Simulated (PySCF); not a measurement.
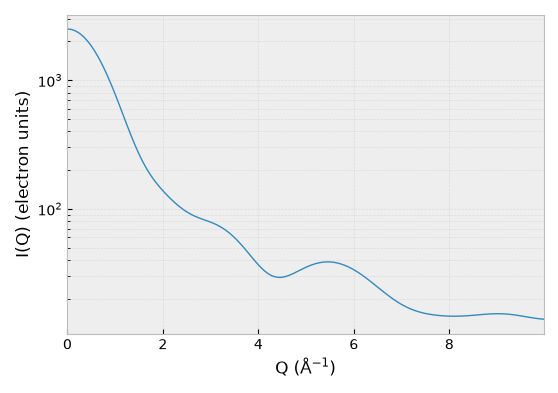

Elastic X-ray scattering of a randomly oriented, rigid molecule, calculated with the Debye equation from neutral-atom form factors (independent atoms, no Compton part, no vibration). The geometry is the end point of an optimisation (PBE0-D3(BJ)/def2-SVP geometry optimisation, gas phase in PySCF 2.14.0, density-fitted response routines); it may be a saddle point or a higher isomer. It contains O, C, N, H.

How many electrons does the independent-atom model of the molecule hold?

I(0) is the square of the electron number: I(0) = 2500, so about 50 electrons, the count of C5H5NO.

What radius of gyration does the initial fall-off give?

From I(Q) ≈ I(0) exp(−Q²R²/3) at small Q, R ≈ 1.91 Å. It is larger than the electron-weighted radius of the nuclear positions alone (1.75 Å), because each atom's electron cloud adds to it.
